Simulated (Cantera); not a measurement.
Input: 1 mol SiC, 0.026 mol CO2, 3.5 mol N2, 0.41 mol H2O, held at 10.0 mbar.

Method: chemical equilibrium by Gibbs-energy minimisation in Cantera with the NASA 1993 tables (ideal gas, pure condensed phases). Candidate condensed phases: C, C6H6, C7H8, C8H18, H2O, Si, SiC, SiO2, Si2N2O, Si3N4; 151 gas species. N2 is the only nitrogen source here; it is nearly inert below about 1500 K, so the nitride shown seldom forms there in practice. Mutual solubility and eutectic melting of coexisting phases are not modelled. The tables' values for SiN are old estimates; treat these amounts as uncertain. Gases not in the tables: Si2H6 and higher silanes. Kinetics and transport are ignored.

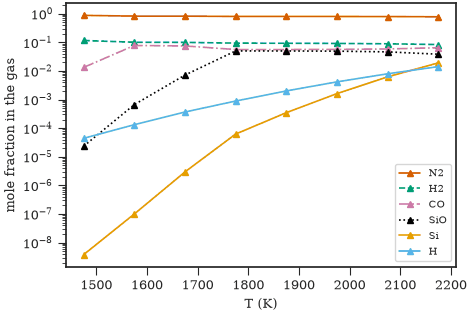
*Equilibrium gas composition (values under 1e-9 drawn at 1e-9)*

Problem. Read off the mole fractions at 1875 K.

Solution. N2 about 0.80, H2 about 0.093, CO about 0.056, SiO about 0.050, H about 0.0020, Si about 0.00035.
